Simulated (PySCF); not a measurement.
# CCSDTQ/SBKJC (core potential) run of H2Se (hydrogen selenide)

What is the energy change on altering one bond length of H2Se (hydrogen selenide) at CCSDTQ/SBKJC (core potential)? The job is set up through a Python script.

Program for the calculation: PySCF 2.14.0.

9 further runs of the same task are left out: 9 set aside as unsound or not needed.

## Step 1: The structure to begin with

H2Se: 3 atoms, total charge 0, spin state singlet. As SMILES, `[SeH2]`. The coordinates come from a PBE0-D4/def2-TZVP relaxation.

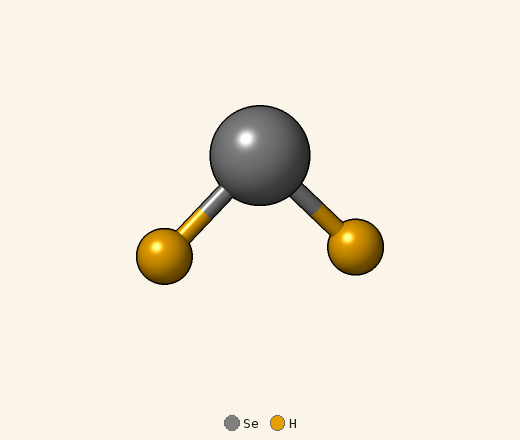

The structure, seen from a chosen angle (selenium grey, hydrogen amber).

## Step 2: A single-point energy at CCSDTQ/SBKJC (core potential)

Input file input.xyz:

```xyz
3
H2Se
Se     0.560660    -0.274700     0.280190
H      0.045430     1.091880     0.143880
H     -0.606090    -0.817190    -0.424060
```

Input file job.py:

```python
from pyscf import gto, scf, cc

molecule = gto.M(
    atom='input.xyz',
    ecp={'Se': 'sbkjc'},
    verbose=3,
    max_memory=1860,
    basis='sbkjc',
    charge=0,
)

myscf = scf.RHF(molecule)
myscf.conv_tol = 1e-10
myscf.kernel()
if not myscf.converged:
    myscf = myscf.newton().run(myscf.mo_coeff, myscf.mo_occ)

mycc = cc.CCSDTQ(myscf)
mycc.kernel()
etot = mycc.e_tot
print('Final energy', etot)
```

The run is started by

```sh
$ OMP_NUM_THREADS=1 python job.py
```

The log of the run:

```text
converged SCF energy = -10.2658147290827
_make_eris_incore_RCCSDTQ

WARN: A large `blksize` is being used, which may cause large memory consumption
      for storing contraction intermediates. If memory is sufficient, consider using
      `pyscf.cc.rccsdtq_highm.RCCSDTQ` instead.

RCCSDTQ converged
E(RCCSDTQ) = -10.32626121220315   E_corr = -0.06044648312046184
E_corr(same-spin) = -0.00386259550576873
E_corr(oppo-spin) = -0.0565838876146931
Final energy -10.32626121220315
```

Run time: 16 s. Hardware: 1 thread of AMD EPYC 9R45 (Zen 5), shared host; peak memory 0.16 GiB.

## Step 3: The distorted shape at the same level

Input file input.xyz:

```xyz
3

Se     1.144008    -0.003468     0.632299
H      0.628778     1.363112     0.495989
H     -0.606090    -0.817190    -0.424060
```

Input file run.py:

```python
from pyscf import gto, cc

system = gto.Mole()
system.atom = 'input.xyz'
system.spin = 0
system.ecp = {'Se': 'sbkjc'}
system.max_memory = 1860
system.charge = 0
system.verbose = 3
system.basis = 'sbkjc'
system.build()

mf = system.RHF()
mf.conv_tol = 1e-10
mf.kernel()
if not mf.converged:
    mf = mf.newton().run(mf.mo_coeff, mf.mo_occ)

mycc = cc.CCSDTQ(mf)
mycc.kernel()
etot = mycc.e_tot
print('Final energy', etot)
```

The run is started by

```sh
$ OMP_NUM_THREADS=1 python run.py
```

The log of the run:

```text
converged SCF energy = -10.183546901763
_make_eris_incore_RCCSDTQ

WARN: A large `blksize` is being used, which may cause large memory consumption
      for storing contraction intermediates. If memory is sufficient, consider using
      `pyscf.cc.rccsdtq_highm.RCCSDTQ` instead.

RCCSDTQ converged
E(RCCSDTQ) = -10.27400310315681   E_corr = -0.09045620139384461
E_corr(same-spin) = -0.00411581522291057
E_corr(oppo-spin) = -0.086340386170934
Final energy -10.274003103156812
```

Run time: 25 s. Hardware: 1 thread of AMD EPYC 9R45 (Zen 5), shared host; peak memory 0.18 GiB.

## Step 4: Results

Level: CCSDTQ/SBKJC (core potential).

```
                                                          quantity         value
                                         first shape: total energy  -10.32626 Eh
                 first shape: dipole moment (Hartree–Fock density)        1.70 D
                  first shape: HOMO energy (Hartree–Fock orbitals)      -9.82 eV
                  first shape: LUMO energy (Hartree–Fock orbitals)       3.90 eV
                first shape: HOMO–LUMO gap (Hartree–Fock orbitals)      13.72 eV
                                   first shape: correlation energy     -60.4 mEh
                                        first shape: T1 diagnostic         0.007
                                     distorted shape: total energy  -10.27400 Eh
             distorted shape: dipole moment (Hartree–Fock density)        1.32 D
              distorted shape: HOMO energy (Hartree–Fock orbitals)      -9.95 eV
              distorted shape: LUMO energy (Hartree–Fock orbitals)       0.10 eV
            distorted shape: HOMO–LUMO gap (Hartree–Fock orbitals)      10.06 eV
                               distorted shape: correlation energy     -90.5 mEh
                                    distorted shape: T1 diagnostic         0.015
energy change with the Se1–H3 bond stretched from 1.467 to 2.200 Å      1.422 eV
```

In words: With the Se1–H3 bond stretched from 1.467 to 2.200 Å the energy rises by 1.42 eV (33 kcal/mol). The first shape isn't relaxed at this level, so the change isn't measured from a minimum.
